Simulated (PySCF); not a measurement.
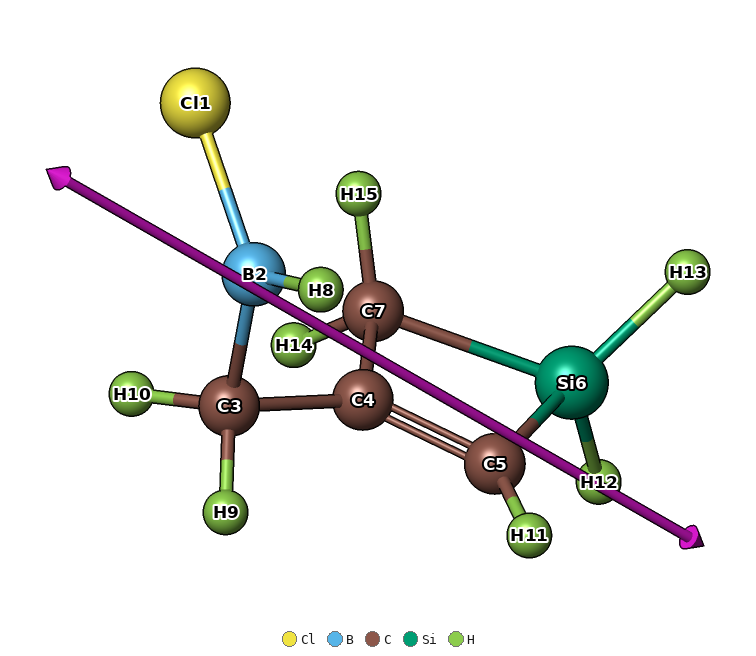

The double arrow shows the direction of the transition dipole to excited singlet state 4 (its length means nothing). The computed structure is the end point of a GFN2-xTB optimisation. No frequency run is at hand to confirm it as a minimum. Properties computed with TDDFT B3LYP/def2-SVPD, vertical, gas phase, core orbitals frozen in the response (PySCF 2.14.0).

Question: How is the transition polarised?

Answer: Close to the long direction Cl1···Si6.

Question: Give its energy, strength and character.

Answer: 5.91 eV (210 nm), oscillator strength 0.047, mainly HOMO−3 → LUMO (weight 0.82); transition dipole 1.44 D.

The geometry is semi-empirical. Around B, Si such bond lengths and angles can be off by a tenth of an ångström or more and by several degrees, and values that hang on the shape move with them.
